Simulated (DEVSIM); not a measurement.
Device: abrupt Si p-n junction, at 300 K.

```
layer (left to right)  material  thickness (μm)  Nd (cm⁻³)  Na (cm⁻³)  τn (s)  τp (s)
---------------------  --------  --------------  ---------  ---------  ------  ------
1                            Si           0.110          -     5.1e15  3.1e-6  3.1e-6
2                            Si            34.0     1.7e16          -  3.1e-6  3.1e-6
```

Left contact: ohmic. Right contact: ohmic. Voltage is applied to the left contact. Recombination: SRH at mid-gap. Mobility is μmin + (μ − μmin)/(1 + (N/Nref)^α).

Constants are typed, rounded textbook-type inputs, not results; the design itself was drawn at random and stands for no fabricated device. Values at 300 K.

```tsv
parameter	Si
gap (eV)	1.124
affinity (eV)	4.05
permittivity	11.7
Nc (cm⁻³)	2.86e19
Nv (cm⁻³)	3.1e19
μn (cm²/Vs)	1417
μp (cm²/Vs)	470
μn,min	52
μp,min	45
Nref,n	9.7e16
Nref,p	2.2e17
αn	0.68
αp	0.72
```

Model (solved in DEVSIM): 1D drift-diffusion, Boltzmann statistics, complete ionisation; no tunnelling, impact ionisation, image-force lowering or self-heating.

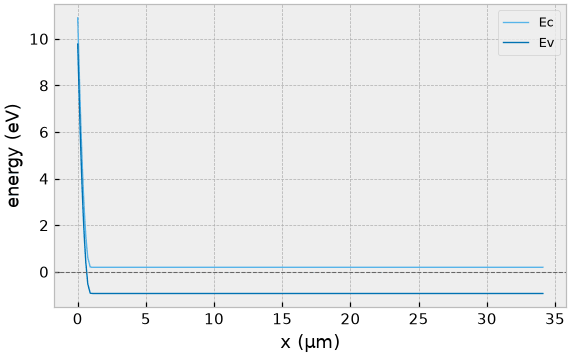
Band edges at -10.0 V on the left contact

Energies count from the Fermi level of the right contact; mesh points crowd at the junctions.

```csv
x (μm),Ec (eV),Ev (eV),n (cm⁻³),p (cm⁻³),field (V/cm)
0.000,10.899,9.775,23000,5.1e15,-200000
0.02047,10.484,9.360,23000,5.5e8,-200000
0.05047,9.871,8.747,22000,1300,-210000
0.08333,9.191,8.067,22000,1300,-210000
0.1110,8.611,7.487,25000,1300,-210000
0.1360,8.094,6.970,26000,1300,-200000
0.1861,7.108,5.984,28000,1300,-190000
0.3416,4.465,3.341,36000,1200,-150000
0.5972,1.504,0.380,67000,830,-82000
1.108,0.192,-0.932,1.7e16,< 1e2,-15
2.215,0.192,-0.932,1.7e16,300,≈ 0
5.523,0.192,-0.932,1.7e16,1000,≈ 0
10.96,0.192,-0.932,1.7e16,2200,≈ 0
20.80,0.192,-0.932,1.7e16,4200,≈ 0
28.91,0.192,-0.932,1.7e16,5800,≈ 0
31.52,0.192,-0.932,1.7e16,6300,≈ 0
32.83,0.192,-0.932,1.7e16,6600,≈ 0
33.51,0.192,-0.932,1.7e16,6700,≈ 0
33.89,0.192,-0.932,1.7e16,6800,≈ 0
34.01,0.192,-0.932,1.7e16,6800,≈ 0
34.07,0.192,-0.932,1.7e16,6800,≈ 0
34.11,0.192,-0.932,1.7e16,6800,≈ 0
```
